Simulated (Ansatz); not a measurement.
Run report: Al2BH5O, nudged elastic band (part 1 of 2)

The run: nudged elastic band of Al2BH5O, SMILES [BH2][Al]([OH])[AlH2]. Method and program: RKS B3LYP-D4/def2-SVP (Ansatz 0.2.0).

The run did not end well. It belongs to a series of runs on one base structure; here: band between the two ends.

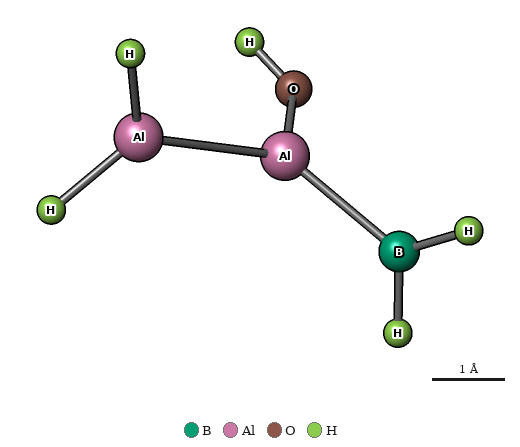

Fig. 1: The structure as given in the input (ball-and-stick view, seen at a tilt). Sticks mark near contacts.

Input
```yaml
crystal:
  periodic: [false, false, false]
  atoms:
    - { symbol: B, position_ang: [-0.250521, 1.902614, -1.067028] }
    - { symbol: Al, position_ang: [0.437617, 0.060677, -0.264825] }
    - { symbol: O, position_ang: [2.020178, -0.40545, -0.75974] }
    - { symbol: Al, position_ang: [-0.932318, -1.440586, 1.371953] }
    - { symbol: H, position_ang: [-0.89368, 1.975932, -2.091803] }
    - { symbol: H, position_ang: [-0.091311, 2.961245, -0.49859] }
    - { symbol: H, position_ang: [2.494904, -1.20266, -0.50906] }
    - { symbol: H, position_ang: [-1.75039, -2.725312, 0.882212] }
    - { symbol: H, position_ang: [-1.034469, -1.12646, 2.936881] }
basis:
  gaussian: { orbitals: def2-SVP }
hamiltonian:
  xc: b3lyp
  dispersion: d4
neb:
  order_check: false
  images: 7
  f_tol: 0.05
  max_iterations: 51
  final_atoms:
    - { symbol: B, position_ang: [-0.17321546, 1.99529058, -0.94684472] }
    - { symbol: Al, position_ang: [0.39697144, 0.04872868, -0.32124073] }
    - { symbol: O, position_ang: [1.86123505, -0.55708507, -0.99596389] }
    - { symbol: Al, position_ang: [-0.90781388, -1.42917544, 1.40043696] }
    - { symbol: H, position_ang: [0.18545128, 2.99354022, -0.3611753] }
    - { symbol: H, position_ang: [-0.93511373, 2.20213944, -1.86622718] }
    - { symbol: H, position_ang: [2.23868012, -1.42519875, -0.82512234] }
    - { symbol: H, position_ang: [-0.79178846, -3.02453698, 1.40651939] }
    - { symbol: H, position_ang: [-1.87439636, -0.80370269, 2.50961781] }
  initial_path:
    images:
      - { positions_ang: [[-0.250521, 1.902614, -1.067028], [0.437617, 0.060677, -0.264825], [2.020178, -0.40545, -0.75974], [-0.932318, -1.440586, 1.371953], [-0.89368, 1.975932, -2.091803], [-0.091311, 2.961245, -0.49859], [2.494904, -1.20266, -0.50906], [-1.75039, -2.725312, 0.882212], [-1.034469, -1.12646, 2.936881]] }
      - { positions_ang: [[-0.18738852, 1.95701384, -1.06045486], [0.33182832, 0.11233247, -0.21808634], [1.86258979, -0.43946233, -0.70714685], [-0.94084482, -1.45801479, 1.39942146], [-0.91227232, 2.1799032, -1.82857953], [0.11180934, 2.80575024, -0.86141884], [2.4144345, -1.1526495, -0.58743608], [-1.35435797, -2.76536567, 1.04225308], [-1.32578831, -1.23950746, 2.82144798]] }
      - { positions_ang: [[-0.12425603, 2.01141368, -1.05388172], [0.22603964, 0.16398794, -0.17134769], [1.70500157, -0.47347466, -0.65455371], [-0.94937164, -1.47544357, 1.42688991], [-0.93086465, 2.38387439, -1.56535606], [0.31492968, 2.65025548, -1.22424769], [2.33396501, -1.10263901, -0.66581216], [-0.95832595, -2.80541934, 1.20229415], [-1.61710763, -1.35255491, 2.70601496]] }
      - { positions_ang: [[-0.06112355, 2.06581351, -1.04730857], [0.12025096, 0.21564342, -0.12460903], [1.54741336, -0.50748699, -0.60196056], [-0.95789846, -1.49287236, 1.45435837], [-0.94945697, 2.58784559, -1.3021326], [0.51805001, 2.49476072, -1.58707653], [2.25349551, -1.05262851, -0.74418824], [-0.56229392, -2.84547301, 1.36233523], [-1.90842694, -1.46560237, 2.59058194]] }
      - { positions_ang: [[0.00200893, 2.12021335, -1.04073543], [0.01446227, 0.26729889, -0.07787037], [1.38982514, -0.54149932, -0.54936742], [-0.96642528, -1.51030114, 1.48182682], [-0.9680493, 2.79181679, -1.03890913], [0.72117035, 2.33926595, -1.94990537], [2.17302602, -1.00261801, -0.82256432], [-0.1662619, -2.88552668, 1.5223763], [-2.19974625, -1.57864982, 2.47514892]] }
      - { positions_ang: [[-0.04179716, 2.08898266, -1.01726275], [0.11008957, 0.21265634, -0.13871296], [1.50767762, -0.54539576, -0.66101654], [-0.95177243, -1.49001972, 1.46147936], [-0.67967415, 2.84224764, -0.86947567], [0.30709933, 2.30498432, -1.92898583], [2.18943954, -1.1082632, -0.82320383], [-0.32264354, -2.92027925, 1.49341207], [-2.11840878, -1.38491304, 2.48376615]] }
      - { positions_ang: [[-0.08560326, 2.05775197, -0.99379008], [0.20571686, 0.15801378, -0.19955555], [1.6255301, -0.54929219, -0.77266565], [-0.93711958, -1.46973829, 1.44113189], [-0.39129901, 2.8926785, -0.70004222], [-0.10697169, 2.2707027, -1.90806628], [2.20585307, -1.21390838, -0.82384333], [-0.47902518, -2.95503183, 1.46444785], [-2.03707131, -1.19117626, 2.49238337]] }
      - { positions_ang: [[-0.12940936, 2.02652128, -0.9703174], [0.30134415, 0.10337123, -0.26039814], [1.74338257, -0.55318863, -0.88431477], [-0.92246673, -1.44945686, 1.42078443], [-0.10292386, 2.94310936, -0.53060876], [-0.52104271, 2.23642107, -1.88714673], [2.22226659, -1.31955356, -0.82448284], [-0.63540682, -2.9897844, 1.43548362], [-1.95573384, -0.99743947, 2.50100059]] }
      - { positions_ang: [[-0.17321546, 1.99529058, -0.94684472], [0.39697144, 0.04872868, -0.32124073], [1.86123505, -0.55708507, -0.99596389], [-0.90781388, -1.42917544, 1.40043696], [0.18545128, 2.99354022, -0.3611753], [-0.93511373, 2.20213944, -1.86622718], [2.23868012, -1.42519875, -0.82512234], [-0.79178846, -3.02453698, 1.40651939], [-1.87439636, -0.80370269, 2.50961781]] }
```

Launch command:
```bash
ansatz run input.yaml --threads 1 --pin off --max-ram 2048MiB --backend cpu --events-out ev --progress --plain --runs-dir out
```

What the program printed
```
Engine: ansatz 0.2.0, aarch64-unknown-linux-gnu
Functional definition: B3LYP
  parameter a0 = 0.2
  parameter ax = 0.72
  parameter ac = 0.81
  exchange = (1 - a0 - ax)*slater_x + ax*b88_x + a0*exact_x
  correlation = (1 - ac)*vwn_rpa_c + ac*lyp_c
917 factors; integrals over basis functions are off by at most 3.5e-4 eV
mean field evaluation 1: about -15986.1188 eV, gradient 5.8e1 eV
mean field evaluation 2: about -15912.4616 eV, gradient 1.7e2 eV
mean field evaluation 4: about -15992.7739 eV, gradient 7.4e0 eV
mean field evaluation 8: about -15992.9838 eV, gradient 3.6e-1 eV
mean field evaluation 16: about -15992.9843 eV, gradient 2.9e-5 eV
mean field -15992.98426236 eV, -587.7313312078 hartree, gradient 2.9e-5 eV, S^2 0.000000; 0 other end points of the search recorded, 0 dependent functions left out
the calculation of the forces begins
reference -15992.98456117 eV, -587.7313421888 hartree; 22, 22 occupied and 67, 67 virtual orbitals, 917 factors
917 factors; integrals over basis functions are off by at most 4.0e-4 eV
mean field evaluation 32: about -15992.9768 eV, gradient 2.5e-5 eV
mean field -15992.97681949 eV, -587.7310576871 hartree, gradient 2.5e-5 eV, S^2 0.000000; 0 other end points of the search recorded, 0 dependent functions left out
[... from here on the field's lines of each further geometry are left out, up to the last ...]
NEB iter   1: max|band force component| = 2.498e1 eV/Å  barrier→ = 6.4867 eV  barrier← = 6.4797 eV  Δτ_max = 0.1978 Å  (223 SCF iters)
NEB iter   2: max|band force component| = 3.501e0 eV/Å  barrier→ = 0.9363 eV  barrier← = 0.9293 eV  Δτ_max = 0.1989 Å  (204 SCF iters)
NEB iter   3: max|band force component| = 1.765e0 eV/Å  barrier→ = 0.3507 eV  barrier← = 0.3436 eV  Δτ_max = 0.1973 Å  (198 SCF iters)
NEB iter   4: max|band force component| = 6.248e-1 eV/Å  barrier→ = 0.2702 eV  barrier← = 0.2632 eV  Δτ_max = 0.0880 Å  (198 SCF iters)
NEB iter   5: max|band force component| = 3.574e-1 eV/Å  barrier→ = 0.2536 eV  barrier← = 0.2466 eV  CI = image 4  Δτ_max = 0.1988 Å  (193 SCF iters)
NEB iter   6: max|band force component| = 3.283e-1 eV/Å  barrier→ = 0.2519 eV  barrier← = 0.2448 eV  CI = image 4  Δτ_max = 0.1635 Å  (195 SCF iters)
NEB iter   7: max|band force component| = 3.328e-1 eV/Å  barrier→ = 0.2421 eV  barrier← = 0.2350 eV  CI = image 4  Δτ_max = 0.0820 Å  (199 SCF iters)
NEB iter   8: max|band force component| = 2.534e-1 eV/Å  barrier→ = 0.2378 eV  barrier← = 0.2308 eV  CI = image 4  Δτ_max = 0.0818 Å  (198 SCF iters)
NEB iter   9: max|band force component| = 2.454e-1 eV/Å  barrier→ = 0.2355 eV  barrier← = 0.2285 eV  CI = image 4  Δτ_max = 0.0819 Å  (196 SCF iters)
NEB iter  10: max|band force component| = 4.473e-1 eV/Å  barrier→ = 0.2335 eV  barrier← = 0.2264 eV  CI = image 4  Δτ_max = 0.0411 Å  (191 SCF iters)
NEB iter  11: max|band force component| = 2.829e-1 eV/Å  barrier→ = 0.2317 eV  barrier← = 0.2247 eV  CI = image 4  Δτ_max = 0.0411 Å  (189 SCF iters)
NEB iter  12: max|band force component| = 2.242e-1 eV/Å  barrier→ = 0.2298 eV  barrier← = 0.2228 eV  CI = image 4  Δτ_max = 0.0410 Å  (183 SCF iters)
NEB iter  13: max|band force component| = 1.259e-1 eV/Å  barrier→ = 0.2279 eV  barrier← = 0.2208 eV  CI = image 4  Δτ_max = 0.0410 Å  (178 SCF iters)
NEB iter  14: max|band force component| = 8.610e-2 eV/Å  barrier→ = 0.2259 eV  barrier← = 0.2189 eV  CI = image 4  Δτ_max = 0.0410 Å  (176 SCF iters)
NEB iter  15: max|band force component| = 5.819e-2 eV/Å  barrier→ = 0.2240 eV  barrier← = 0.2170 eV  CI = image 4  Δτ_max = 0.0409 Å  (176 SCF iters)
NEB iter  16: max|band force component| = 8.662e-2 eV/Å  barrier→ = 0.2225 eV  barrier← = 0.2154 eV  CI = image 4  Δτ_max = 0.0206 Å  (175 SCF iters)
NEB iter  17: max|band force component| = 6.111e-2 eV/Å  barrier→ = 0.2216 eV  barrier← = 0.2146 eV  CI = image 4  Δτ_max = 0.0204 Å  (169 SCF iters)
NEB iter  18: max|band force component| = 6.169e-2 eV/Å  barrier→ = 0.2207 eV  barrier← = 0.2137 eV  CI = image 4  Δτ_max = 0.0409 Å  (165 SCF iters)
NEB iter  19: max|band force component| = 6.092e-2 eV/Å  barrier→ = 0.2190 eV  barrier← = 0.2119 eV  CI = image 4  Δτ_max = 0.0409 Å  (177 SCF iters)
NEB iter  20: max|band force component| = 6.178e-2 eV/Å  barrier→ = 0.2172 eV  barrier← = 0.2102 eV  CI = image 4  Δτ_max = 0.0409 Å  (175 SCF iters)
NEB iter  21: max|band force component| = 6.342e-2 eV/Å  barrier→ = 0.2155 eV  barrier← = 0.2085 eV  CI = image 4  Δτ_max = 0.0409 Å  (173 SCF iters)
NEB iter  22: max|band force component| = 6.567e-2 eV/Å  barrier→ = 0.2138 eV  barrier← = 0.2067 eV  CI = image 4  Δτ_max = 0.0409 Å  (173 SCF iters)
NEB iter  23: max|band force component| = 6.788e-2 eV/Å  barrier→ = 0.2121 eV  barrier← = 0.2051 eV  CI = image 4  Δτ_max = 0.0409 Å  (174 SCF iters)
NEB iter  24: max|band force component| = 7.008e-2 eV/Å  barrier→ = 0.2105 eV  barrier← = 0.2034 eV  CI = image 4  Δτ_max = 0.0409 Å  (172 SCF iters)
NEB iter  25: max|band force component| = 7.187e-2 eV/Å  barrier→ = 0.2088 eV  barrier← = 0.2018 eV  CI = image 4  Δτ_max = 0.0409 Å  (173 SCF iters)
NEB iter  26: max|band force component| = 7.832e-2 eV/Å  barrier→ = 0.2072 eV  barrier← = 0.2001 eV  CI = image 4  Δτ_max = 0.0205 Å  (170 SCF iters)
NEB iter  27: max|band force component| = 8.930e-2 eV/Å  barrier→ = 0.2064 eV  barrier← = 0.1993 eV  CI = image 4  Δτ_max = 0.0102 Å  (165 SCF iters)
NEB iter  28: max|band force component| = 7.186e-2 eV/Å  barrier→ = 0.2060 eV  barrier← = 0.1990 eV  CI = image 4  Δτ_max = 0.0102 Å  (157 SCF iters)
NEB iter  29: max|band force component| = 7.259e-2 eV/Å  barrier→ = 0.2056 eV  barrier← = 0.1986 eV  CI = image 4  Δτ_max = 0.0102 Å  (158 SCF iters)
NEB iter  30: max|band force component| = 7.346e-2 eV/Å  barrier→ = 0.2053 eV  barrier← = 0.1982 eV  CI = image 4  Δτ_max = 0.0204 Å  (165 SCF iters)
NEB iter  31: max|band force component| = 7.546e-2 eV/Å  barrier→ = 0.2046 eV  barrier← = 0.1976 eV  CI = image 4  Δτ_max = 0.0205 Å  (168 SCF iters)
NEB iter  32: max|band force component| = 7.806e-2 eV/Å  barrier→ = 0.2040 eV  barrier← = 0.1969 eV  CI = image 4  Δτ_max = 0.0408 Å  (166 SCF iters)
NEB iter  33: max|band force component| = 8.477e-2 eV/Å  barrier→ = 0.2026 eV  barrier← = 0.1956 eV  CI = image 4  Δτ_max = 0.0408 Å  (174 SCF iters)
NEB iter  34: max|band force component| = 9.354e-2 eV/Å  barrier→ = 0.2012 eV  barrier← = 0.1942 eV  CI = image 4  Δτ_max = 0.0408 Å  (173 SCF iters)
NEB iter  35: max|band force component| = 1.694e-1 eV/Å  barrier→ = 0.1995 eV  barrier← = 0.1925 eV  CI = image 4  Δτ_max = 0.0204 Å  (174 SCF iters)
NEB iter  36: max|band force component| = 1.590e-1 eV/Å  barrier→ = 0.1987 eV  barrier← = 0.1916 eV  CI = image 4  Δτ_max = 0.0205 Å  (167 SCF iters)
NEB iter  37: max|band force component| = 1.126e-1 eV/Å  barrier→ = 0.1976 eV  barrier← = 0.1905 eV  CI = image 4  Δτ_max = 0.0408 Å  (171 SCF iters)
NEB iter  38: max|band force component| = 1.202e-1 eV/Å  barrier→ = 0.1951 eV  barrier← = 0.1881 eV  CI = image 4  Δτ_max = 0.0816 Å  (172 SCF iters)
NEB iter  39: max|band force component| = 1.295e-1 eV/Å  barrier→ = 0.1913 eV  barrier← = 0.1843 eV  CI = image 4  Δτ_max = 0.0817 Å  (174 SCF iters)
NEB iter  40: max|band force component| = 1.419e-1 eV/Å  barrier→ = 0.1872 eV  barrier← = 0.1802 eV  CI = image 4  Δτ_max = 0.0817 Å  (171 SCF iters)
NEB iter  41: max|band force component| = 1.457e-1 eV/Å  barrier→ = 0.1826 eV  barrier← = 0.1756 eV  CI = image 4  Δτ_max = 0.1012 Å  (173 SCF iters)
NEB iter  42: max|band force component| = 1.559e-1 eV/Å  barrier→ = 0.1773 eV  barrier← = 0.1703 eV  CI = image 4  Δτ_max = 0.1100 Å  (175 SCF iters)
NEB iter  43: max|band force component| = 1.654e-1 eV/Å  barrier→ = 0.1701 eV  barrier← = 0.1630 eV  CI = image 4  Δτ_max = 0.1624 Å  (179 SCF iters)
NEB iter  44: max|band force component| = 2.734e-1 eV/Å  barrier→ = 0.1590 eV  barrier← = 0.1520 eV  CI = image 4  Δτ_max = 0.0818 Å  (184 SCF iters)
NEB iter  45: max|band force component| = 1.734e-1 eV/Å  barrier→ = 0.1488 eV  barrier← = 0.1418 eV  CI = image 4  Δτ_max = 0.1296 Å  (172 SCF iters)
NEB iter  46: max|band force component| = 1.798e-1 eV/Å  barrier→ = 0.1339 eV  barrier← = 0.1269 eV  CI = image 4  Δτ_max = 0.1587 Å  (182 SCF iters)
NEB iter  47: max|band force component| = 1.836e-1 eV/Å  barrier→ = 0.1153 eV  barrier← = 0.1083 eV  CI = image 4  Δτ_max = 0.1623 Å  (181 SCF iters)
NEB iter  48: max|band force component| = 2.111e-1 eV/Å  barrier→ = 0.1016 eV  barrier← = 0.0946 eV  CI = image 2  Δτ_max = 0.0982 Å  (182 SCF iters)
NEB iter  49: max|band force component| = 1.915e-1 eV/Å  barrier→ = 0.1038 eV  barrier← = 0.0968 eV  CI = image 2  Δτ_max = 0.0965 Å  (169 SCF iters)
NEB iter  50: max|band force component| = 2.024e-1 eV/Å  barrier→ = 0.1050 eV  barrier← = 0.0979 eV  CI = image 2  Δτ_max = 0.0486 Å  (175 SCF iters)
the calculation of the forces begins
reference -15992.98376523 eV, -587.7313129386 hartree; 22, 22 occupied and 67, 67 virtual orbitals, 917 factors
these checks for a lower state are left out or cut short: starts, cluster_reference, orbital_swaps, neighbouring_geometries, increment
917 factors; integrals over basis functions are off by at most 3.9e-4 eV
mean field -15992.98100569 eV, -587.7312115270 hartree, gradient 1.2e-5 eV, S^2 0.000000; 0 other end points of the search recorded, 0 dependent functions left out
the calculation of the forces begins
reference -15992.98130341 eV, -587.7312224682 hartree; 22, 22 occupied and 67, 67 virtual orbitals, 917 factors
NEB iter  51: max|band force component| = 1.971e-1 eV/Å  barrier→ = 0.1052 eV  barrier← = 0.0982 eV  CI = image 2  Δτ_max = 0.0485 Å  (170 SCF iters)
```

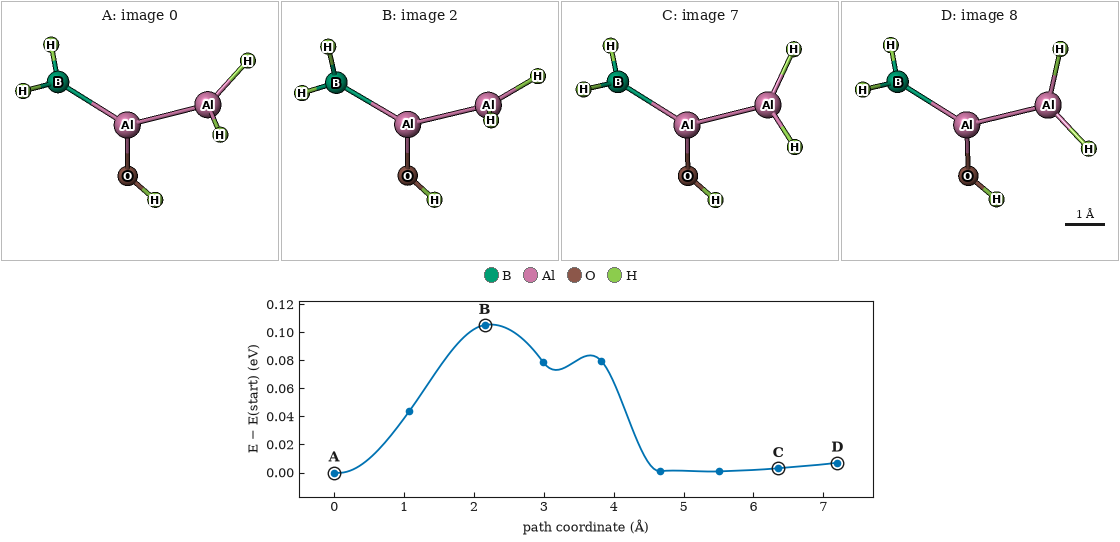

Fig. 2: Images of the last band (counted from 0; ball-and-stick, seen at a tilt) above the energy along the path; the line is a cubic interpolation that uses the forces. The highest image is number 2, 0.105 eV above the start and 0.098 eV above the end (the climbing image); the end lies 0.007 eV above the start. The path is 7.20 Å long. The band had not converged after 51 iterations.
